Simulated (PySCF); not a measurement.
## Electronic structure of SiO in real space

```yaml
atoms:
  - { symbol: Si, position_ang: [0.0000, 0.0000, -0.5496] }
  - { symbol: O, position_ang: [0.0000, 0.0000, 0.9614] }
```

Computed with PBE0/def2-TZVP, non-relativistic Hamiltonian with scalar-relativistic core potentials where named, at a bond length of 1.511 Å (PySCF).

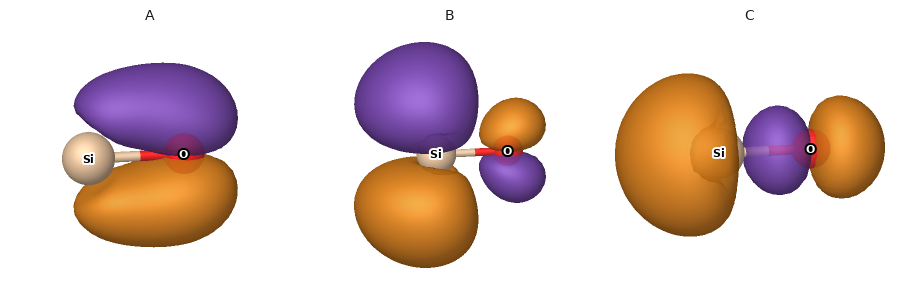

Figure 1. Three frontier orbitals, each drawn at the value that holds 80 % of its norm (orange and purple are the two phases), in no order; of a degenerate pair one member is drawn.

### Name the orbitals and rank them from lowest to highest energy.

Orbital A: π, occupied, −9.44 eV; mainly on O (75 %).
Orbital C: σ, occupied, −8.78 eV; shared between the atoms (Si 60 %, O 40 %).
Orbital B: π, empty, −1.95 eV; mainly on Si (85 %).

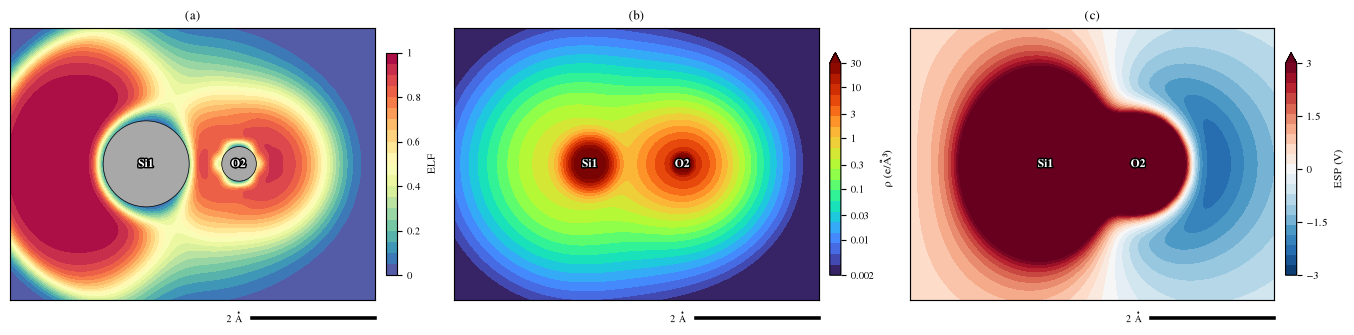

Figure 2. (a) electron localisation function; (b) electron density; (c) molecular electrostatic potential on a plane that holds the molecular axis. Grey discs cover the atomic cores in the ELF map.

### Interpret the plot.

Atoms in the plane: Si and O. Si–O (1.51 Å): ρ at the midpoint is about 1.6 e/Å³; the ELF peaks at about 0.85 between the atoms (a polar covalent bond). The ELF also peaks beside O2 and Si1, away from the bonds: lone-pair regions. Outside the dense part of the molecule the potential is most negative (−2.3 V) near O2.

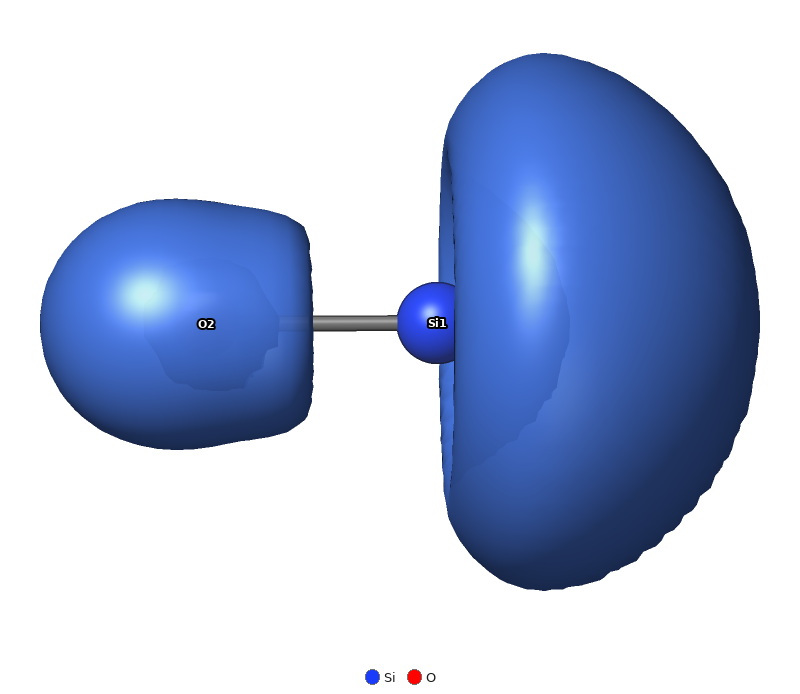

Figure 3. Isosurface of the electron localisation function at 0.75 (blue), seen from one side. Only the valence region is drawn (cores and ρ < 0.01 e/Å³ removed).

### Describe the localisation domains.

The surface consists of one lobe on Si, pointing away from the bonds (lone pairs) and one region wrapped around O (its lone pairs, merged into a ring or cap).
